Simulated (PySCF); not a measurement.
# Ge2H7P: the cost of one run

Programs: PySCF 2.14.0, with density-fitted response routines of our own. Each step states its level of theory. These are calculated values for one molecule in the gas phase, unless marked as measured. Atoms count from 0, in the outputs and in this text.

## 1. The starting structure

10 atoms, charge 0, multiplicity 1; geometry from: GFN2-xTB. The atoms were then displaced at random by about 0.01 Å, so the start is not that level's minimum.

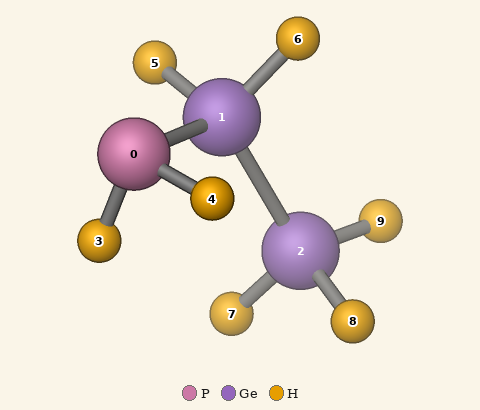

The starting geometry (phosphorus pink, germanium purple, hydrogen amber), atoms numbered; sticks join atoms by distance.

## 2. Geometry optimisation at PBE0-D3(BJ)/def2-SVP

The job: settings as JSON, then the geometry in Å.

```
{"job": {"xc": "PBE0", "basis": "def2-SVP", "d3": "d3bj", "grid": 1, "shake": 0.01, "kind": "geom"}, "charge": 0, "multiplicity": 1}
P     -2.412760    -0.107970    -0.261650
Ge    -0.362720     0.899720    -0.358180
Ge     1.529050    -0.415120     0.255550
H     -1.918300    -1.302260    -0.719700
H     -2.272830    -0.457950     1.052280
H     -0.163110     1.460720    -1.755570
H     -0.392610     2.165050     0.480520
H      1.958810    -1.401130    -0.794770
H      1.300230    -1.236250     1.513040
H      2.784690     0.374260     0.567430
```

Command:

```console
> OMP_NUM_THREADS=1 python probes_run.py task.json out
```

One launch serves the whole session: the jobs run in the order shown.

**Question.** How long does this first job take on 1 thread of Arm Neoverse V1, shared host, and how much memory does it need?

About 67 s, with a peak of 0.5 GiB.
